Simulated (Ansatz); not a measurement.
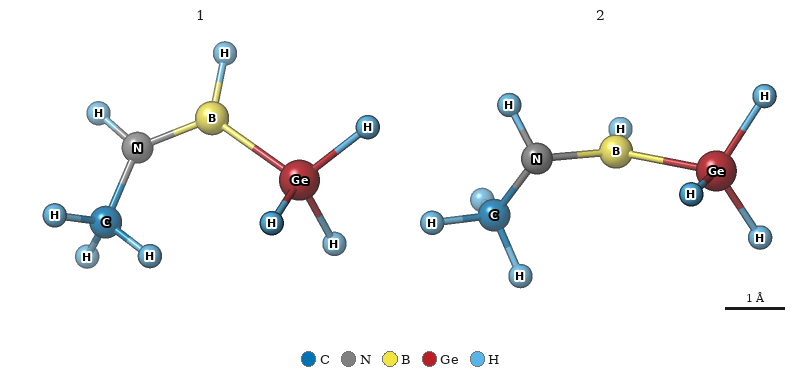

Two geometries of CH8BGeN, drawn at one scale. One is the start of a relaxation, the other its converged end. Style: ball-and-stick. Shown from a free direction.

Method: Ansatz, RKS PBE0-D4/def2-SVP. Set-up: no spin polarisation; force threshold 0.015 eV/Å; at most 40 steps.

### Which geometry has the lower energy?

Structure 1 is the relaxed one. The run prepares an end point of a later path (torsion) calculation, from a guessed geometry. The largest move after the best rigid fit is that of an H atom, 1.48 Å. Largest moves by element: H 1.48 Å, N 0.88 Å, B 0.58 Å, C 0.34 Å, Ge 0.33 Å. Some distances before and after: B–N 1.504 → 1.388 Å, C–H 1.176 → 1.103 Å, B–Ge 2.007 → 2.071 Å, Ge–H 1.493 → 1.548 Å. Among the angles between lasting bonds that change: C–N–B 107.8° → 129.3°, B–N–H 106.2° → 117.5°, B–Ge–H 105.4° → 113.7°. Groups turn about B–Ge by about 45°. After 14 accepted moves (15 points after the start) the energy has fallen by 1.941 eV. Largest force component: 2.6 eV/Å at the start, 0.011 eV/Å at the end. The line search rejected the trial step at point 14 of the run.
